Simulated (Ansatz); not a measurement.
# What a change does: single-point calculation on CH₆B₂

System: CH₆B₂, SMILES BBC.
Method of the first run: RHF-CCSD(T), frozen core/def2-TZVPP (Ansatz 0.2.0).

The geometry: displaced from a GFN2-xTB structure. Text and figures count atoms from 1; the logs count them from 0 in places.

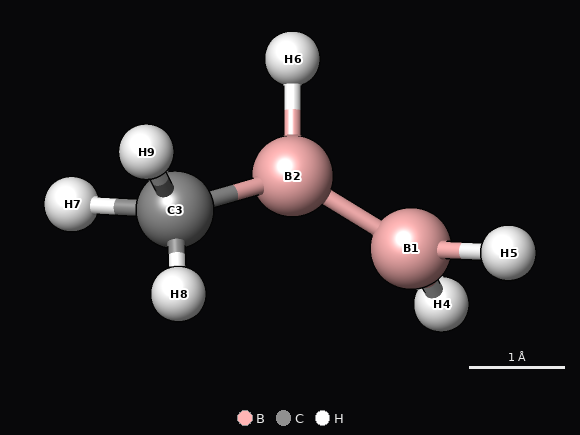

Figure 1. The structure (ball-and-stick view, seen at a tilt; atoms are numbered from 1 in the order of the input).

Input, the first run:
```yaml
crystal:
  periodic: [false, false, false]
  atoms:
    - {symbol: B, position_ang: [-0.726600, 0.807600, -1.141000]}
    - {symbol: B, position_ang: [-0.379600, 0.347400, 0.216400]}
    - {symbol: C, position_ang: [0.533700, -0.744600, 0.650300]}
    - {symbol: H, position_ang: [-1.671400, 0.581100, -1.721700]}
    - {symbol: H, position_ang: [-0.070200, 1.656300, -1.881100]}
    - {symbol: H, position_ang: [-0.637700, 1.094800, 1.196200]}
    - {symbol: H, position_ang: [0.051900, -1.614500, 1.427300]}
    - {symbol: H, position_ang: [1.032600, -1.217500, -0.101100]}
    - {symbol: H, position_ang: [1.482800, -0.488800, 1.239800]}
basis:
  gaussian: {orbitals: def2-TZVPP}
correlation: {method: ccsd_t}
output: {forces: true}
```

Hardware: 4 CPU threads, shared host.

Output (the first run):
```
Functional definition: HF
  exchange = exact_x
  correlation = 0
1015 factors; integrals over basis functions are off by at most 1.1e-3 eV
mean field evaluation 1: about -2464.2310 eV, gradient 2.8e1 eV
mean field evaluation 2: about -2464.2311 eV, gradient 2.8e1 eV
mean field evaluation 4: about -2466.7602 eV, gradient 2.9e0 eV
mean field evaluation 8: about -2466.8045 eV, gradient 1.6e-1 eV
mean field evaluation 16: about -2466.8048 eV, gradient 4.7e-1 eV
mean field -2466.80470867 eV, -90.6534009833 hartree, gradient 4.3e-6 eV, S^2 0.000000; 0 other end points of the search recorded, 0 dependent functions left out
3 core orbitals not correlated: weight in the atoms' cores, before any rotation towards them, 1.000 or more for the frozen orbitals, at most 0.000 for the correlated occupied ones
reference -2466.80470867 eV, -90.6534009833 hartree; 8, 8 occupied and 166, 166 virtual orbitals, 1015 factors
second order -10.48741672 eV of doubles, -0.00000000 eV of singles
cycle   1  -11.33713429 eV  change   -8.5e-1 eV  update   7.6e-2
cycle   2  -11.68531075 eV  change   -3.5e-1 eV  update   2.4e-2
cycle   3  -11.73226243 eV  change   -4.7e-2 eV  update   1.1e-2
cycle   4  -11.72770773 eV  change    4.6e-3 eV  update   3.7e-3
cycle   5  -11.72689954 eV  change    8.1e-4 eV  update   1.6e-3
cycle   6  -11.72687109 eV  change    2.8e-5 eV  update   5.3e-4
cycle   7  -11.72684886 eV  change    2.2e-5 eV  update   1.5e-4
cycle   8  -11.72688205 eV  change   -3.3e-5 eV  update   6.1e-5
cycle   9  -11.72688352 eV  change   -1.5e-6 eV  update   2.5e-5
cycle  10  -11.72687465 eV  change    8.9e-6 eV  update   1.1e-5
cycle  11  -11.72687984 eV  change   -5.2e-6 eV  update   4.7e-6
perturbative correction -0.40955955 eV, -0.0150510358 hartree
the calculation of the forces begins
Total energy: -2478.94114806 eV, -91.0994069045 hartree
Atom 0 at    -0.726600     0.807600    -1.141000 Å, force     0.390959     3.280576    -5.097047 eV/Å
Atom 1 at    -0.379600     0.347400     0.216400 Å, force     0.755640     1.161787     5.479486 eV/Å
Atom 2 at     0.533700    -0.744600     0.650300 Å, force     1.226596    -3.135348     4.838631 eV/Å
Atom 3 at    -1.671400     0.581100    -1.721700 Å, force    -1.632838    -0.615028    -0.761978 eV/Å
Atom 4 at    -0.070200     1.656300    -1.881100 Å, force    -0.486694    -1.174580     1.335767 eV/Å
Atom 5 at    -0.637700     1.094800     1.196200 Å, force    -0.423447    -0.387184    -0.957476 eV/Å
Atom 6 at     0.051900    -1.614500     1.427300 Å, force     0.978088     2.356492    -2.217658 eV/Å
Atom 7 at     1.032600    -1.217500    -0.101100 Å, force     0.743346    -2.095899    -2.522981 eV/Å
Atom 8 at     1.482800    -0.488800     1.239800 Å, force    -1.551649     0.609184    -0.096745 eV/Å
Dipole moment:     0.071150    -0.163539     0.042590 e Å
```

For the second run the input was changed thus:
```diff
-correlation: {method: ccsd_t}
+hamiltonian: {xc: {name: r2SCANh}, dispersion: d4}
```

How does the second run compare with the first run?

The total energies belong to different models, so their difference says nothing on which is more stable or more accurate. The largest force goes from 6.074 to 5.682 eV/Å. The dipole moment goes from 0.88 to 0.95 D.

Output (the second run):
```
Functional definition: r2SCANh
  parameter a = 0.1
  parameter k0 = 0.174
  parameter k1 = 0.065
  parameter a1 = 4.9479
  exchange = (1 - a)*r2scan_x(k0 = k0, k1 = k1, a1 = a1) + a*exact_x
  correlation = r2scan_c
872 factors; their error is unknown
mean field evaluation 1: about -2476.0091 eV, gradient 5.5e1 eV
mean field evaluation 2: about -2471.8257 eV, gradient 6.4e1 eV
mean field evaluation 4: about -2483.6473 eV, gradient 2.0e0 eV
mean field evaluation 8: about -2483.6670 eV, gradient 3.1e-2 eV
mean field evaluation 16: about -2483.6477 eV, gradient 8.8e-5 eV
mean field -2483.64768009 eV, -91.2723687665 hartree, gradient 8.9e-5 eV, S^2 0.000000; 0 other end points of the search recorded, 0 dependent functions left out
the calculation of the forces begins
reference -2483.64769250 eV, -91.2723692224 hartree; 11, 11 occupied and 166, 166 virtual orbitals, 872 factors
Total energy: -2483.67557684 eV, -91.2733939531 hartree
Atom 0 at    -0.726600     0.807600    -1.141000 Å, force     0.549673     3.090042    -4.433012 eV/Å
Atom 1 at    -0.379600     0.347400     0.216400 Å, force     0.804020     1.056476     4.895510 eV/Å
Atom 2 at     0.533700    -0.744600     0.650300 Å, force     1.066807    -2.908393     4.763235 eV/Å
Atom 3 at    -1.671400     0.581100    -1.721700 Å, force    -1.584099    -0.578223    -0.777508 eV/Å
Atom 4 at    -0.070200     1.656300    -1.881100 Å, force    -0.539429    -1.194119     1.320055 eV/Å
Atom 5 at    -0.637700     1.094800     1.196200 Å, force    -0.415176    -0.384214    -0.946997 eV/Å
Atom 6 at     0.051900    -1.614500     1.427300 Å, force     1.032292     2.413886    -2.251079 eV/Å
Atom 7 at     1.032600    -1.217500    -0.101100 Å, force     0.698778    -2.058460    -2.446555 eV/Å
Atom 8 at     1.482800    -0.488800     1.239800 Å, force    -1.612867     0.563005    -0.123649 eV/Å
Dipole moment:     0.083904    -0.172411     0.051370 e Å
```

The two runs side by side:

```csv
quantity,the first run,the second run
outcome,converged,converged
total energy (hartree),−91.099407,−91.273394
dipole moment (D),0.88,0.95
largest force (eV/Å),6.074,5.682
basis functions,177,177
wall time (shared host),45 s,1.5 s
```
